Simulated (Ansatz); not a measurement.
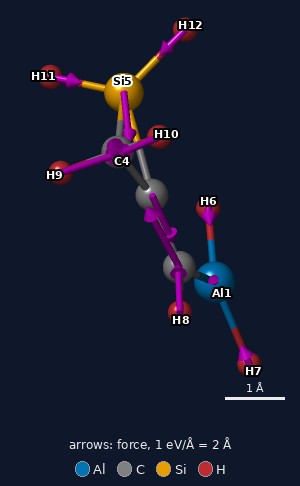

Starting geometry of C3H7AlSi with the computed forces as purple arrows. A ball-and-stick model, seen from a free direction.

The start comes from PBE-D4/def2-SVP.

All numbers below come from RKS PBE0-D4/def2-TZVP (Ansatz).

The input:
```yaml
crystal:
  periodic: [false, false, false]
  atoms:
    - {symbol: Al, position_ang: [-0.658413, 0.310285, 2.419595]}
    - {symbol: C, position_ang: [-0.943368, -0.637295, 0.737917]}
    - {symbol: C, position_ang: [-0.172034, -0.275732, -0.312360]}
    - {symbol: C, position_ang: [0.059074, -0.641854, -1.757390]}
    - {symbol: Si, position_ang: [1.207640, 0.709267, -1.071731]}
    - {symbol: H, position_ang: [0.479811, 1.438917, 2.438889]}
    - {symbol: H, position_ang: [-1.519865, -0.010785, 3.734898]}
    - {symbol: H, position_ang: [-1.691338, -1.442432, 0.567533]}
    - {symbol: H, position_ang: [0.434024, -1.661708, -1.973572]}
    - {symbol: H, position_ang: [-0.728910, -0.333508, -2.473995]}
    - {symbol: H, position_ang: [2.631444, 0.369564, -0.760677]}
    - {symbol: H, position_ang: [0.978935, 2.120082, -1.514908]}
basis:
  gaussian: {orbitals: def2-TZVP}
hamiltonian: {xc: pbe0, dispersion: d4}
relax: {f_tol: 0.005, max_steps: 150}
```

Command:
```bash
ansatz run in.yaml --threads 4 --pin off --events-out ev --progress --plain --max-ram 10444MiB
```

Q: What follows when this structure is relaxed?

A: It isn't relaxed: the largest force vector, on C2, is 0.76 eV/Å. The final displacements follow the starting forces only in part (cosine between the two patterns 0.53). Over 10 accepted moves (13 points after the start) the energy falls by 5.42 kJ/mol. The largest force component goes from 0.72 to 0.0039 eV/Å. The line search rejected the trial steps at points 3, 10, 12 of the run. The largest moves after the best rigid fit, 0.055 Å, are those of H8 and H10. By element the largest moves are H 0.055 Å, C 0.028 Å, Si 0.022 Å, Al 0.020 Å. Among the contacts that change: C4–Si5 1.901 → 1.869 Å, C3–Si5 1.858 → 1.828 Å, C2–C3 1.352 → 1.333 Å, C2–H8 1.112 → 1.094 Å. The run took 33 s on 4 threads of Intel Xeon 6975P-C, on a shared host.
